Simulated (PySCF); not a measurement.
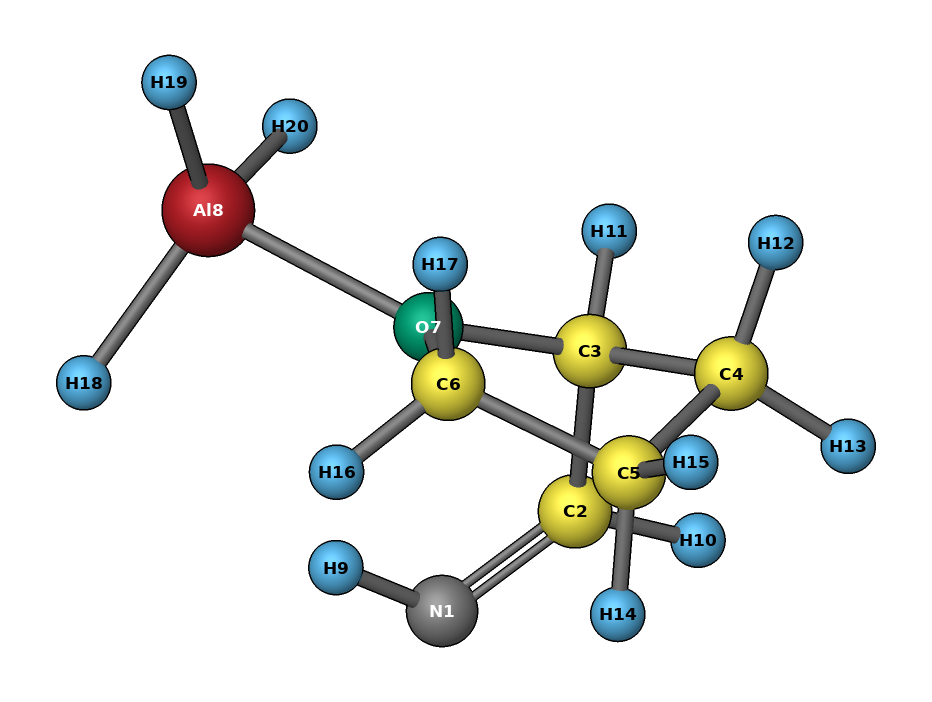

The questions are on isotropic NMR shieldings of the C atoms. The geometry was computed by an optimisation with PBE0-D3(BJ)/def2-SVP. No frequency run is at hand to confirm it as a minimum. Level of theory: GIAO PBE0/pcSseg-1 NMR shielding, non-relativistic, IEF-PCM benzene (PySCF 2.14.0).

List the isotropic NMR shieldings of the C atoms.

| atom | σ (ppm) |
| --- | --- |
| C2 | 8.4 |
| C3 | 96.7 |
| C4 | 154.8 |
| C5 | 158.4 |
| C6 | 111.1 |
